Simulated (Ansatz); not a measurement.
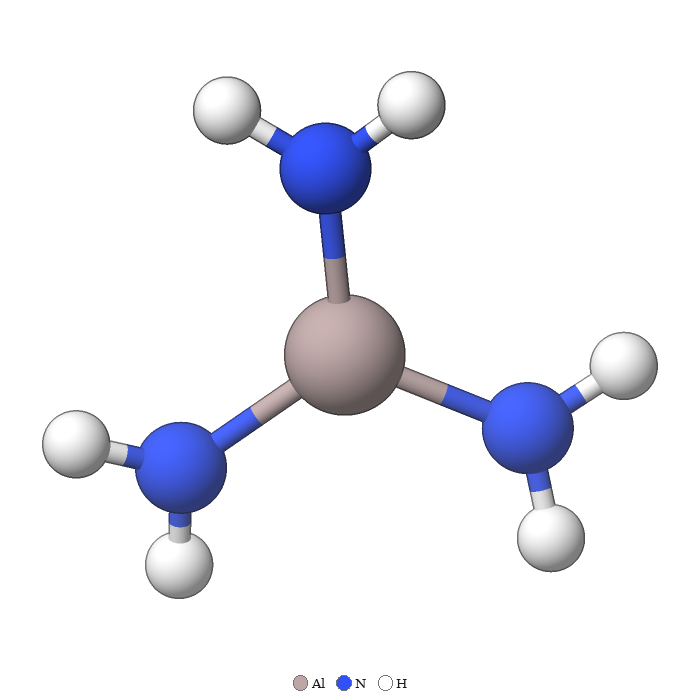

The picture shows a molecular structure as a ball-and-stick model. Every bond is drawn as one stick, whatever its order.

Describe the molecule.

The molecule is AlH6N3. Coordination: 1 Al trigonal planar; 3 N trigonal planar.

The parts below concern this one geometry. Atoms keep their numbers from picture to picture. The geometry was computed by an optimisation with PBE0-D4/def2-TZVP.

Geometry

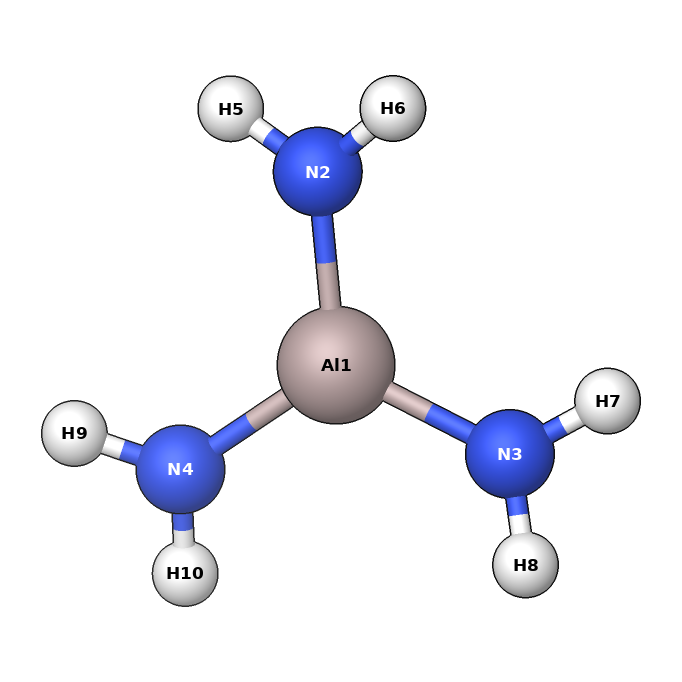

The atoms are numbered.

List the bonds and their lengths.

| bond | length (Å) |
| --- | --- |
| Al1–N2 | 1.771 |
| Al1–N3 | 1.771 |
| Al1–N4 | 1.771 |
| N2–H5 | 1.006 |
| N2–H6 | 1.006 |
| N3–H7 | 1.006 |
| N3–H8 | 1.006 |
| N4–H9 | 1.006 |
| N4–H10 | 1.006 |

Vibrations

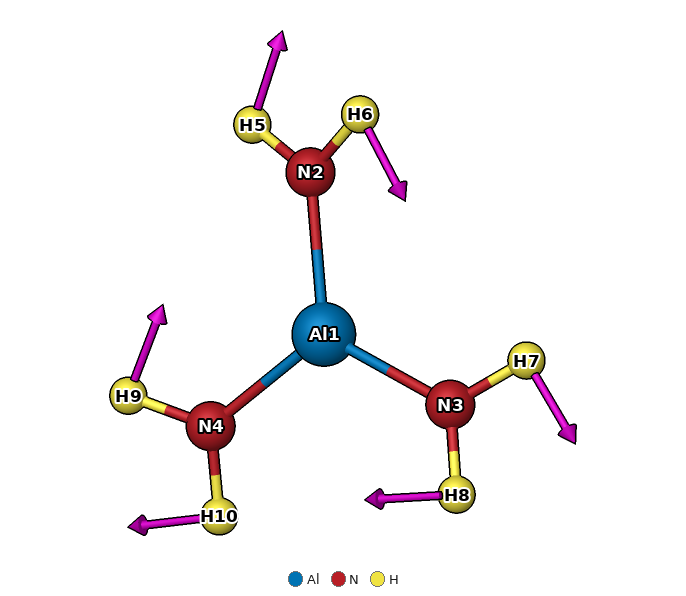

The arrows show one normal mode. Harmonic vibrations computed with RKS PBE0-D4/def2-TZVP (Ansatz 0.2.0) at a stationary point of the same level.

**What kind of motion is it?**

Mostly Al–N–H bending.

**Estimate its harmonic wavenumber.**

577 cm⁻¹; it is mode 10 of 24 counted from the lowest.

Thermal motion

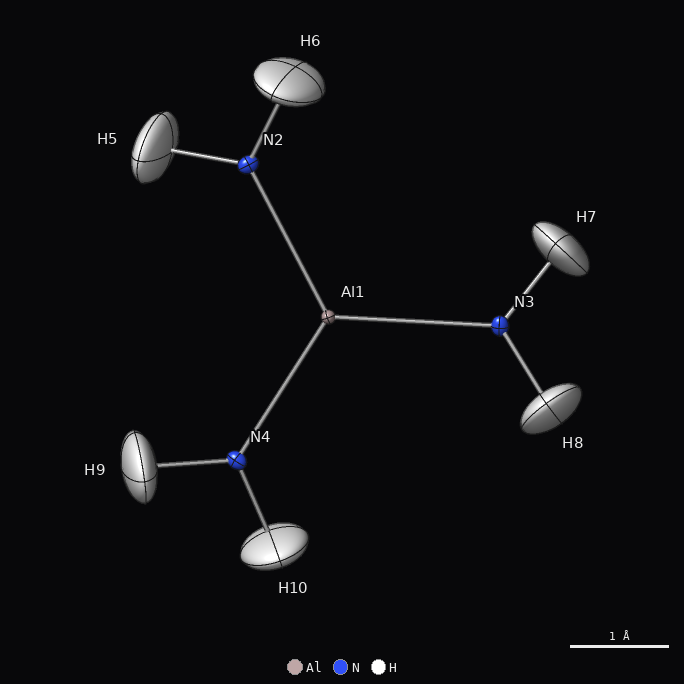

Displacement ellipsoids at the 50 % level, enlarged 1.5 times, from the internal vibrations of the free molecule (harmonic, no overall translation or rotation; no half-axis is drawn under 0.075 Å). Vibrations computed with RKS PBE0-D4/def2-TZVP (Ansatz 0.2.0). Temperature: 100 K.

**Which atom moves most?**

H5, H6, H7, H8, H9, H10, with U_eq = 0.0304 Å².

**Does H10 move more along its bond or across it?**

Across it: the root-mean-square amplitude is 0.079 Å along the bond and up to 0.245 Å across, since bending and torsion are softer than stretching.

Give the displacement parameters, one line for each set of equivalent atoms.

```json
{"atom": "Al1", "U_eq (Å²)": "0.0011", "rms amplitudes (Å)": "0.029, 0.029, 0.039"}
{"atom": "N2, N3, N4", "U_eq (Å²)": "0.0017", "rms amplitudes (Å)": "0.035, 0.040, 0.048"}
{"atom": "H5, H6, H7, H8…", "U_eq (Å²)": "0.0304", "rms amplitudes (Å)": "0.078, 0.158, 0.245"}
```

Charges

The questions are on Mulliken charges. Properties computed with RKS PBE0-D4/def2-TZVP (Ansatz 0.2.0).

Give the Mulliken charges atom by atom.

| atom | value (e) |
| --- | --- |
| Al1 | 0.67 |
| N2 | −0.68 |
| N3 | −0.68 |
| N4 | −0.68 |
| H5 | 0.23 |
| H6 | 0.23 |
| H7 | 0.23 |
| H8 | 0.23 |
| H9 | 0.23 |
| H10 | 0.23 |

Mulliken values depend strongly on the basis set and can even reverse the polarity of a bond.
